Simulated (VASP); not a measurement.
Band structure of Mg2Ge (antifluorite). Level of theory: LDA (Ceperley-Alder, Perdew-Zunger), VASP's LDA PAW potentials (set 64) (plane waves; VASP 6.6.1).

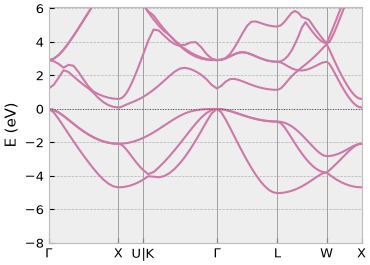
Figure: Bands along high-symmetry lines, zero at the valence-band maximum or, without a gap, the Fermi level

**Question.** Read the plot: is there a gap, and where are the band edges?

**Answer.** The gap is indirect, 0.09 eV, from the valence maximum at Γ to the conduction minimum at X. (Edges off the drawn lines would not show.)

Measured: gap 0.74 eV (computed value off by -0.65 eV), as given by Byungki Ryu et al., Journal of the Korean Physical Society (2019), arXiv:1905.06140.

The compound is Mg2Ge in the antifluorite structure. It was relaxed first, which changed the volume by -5 %.
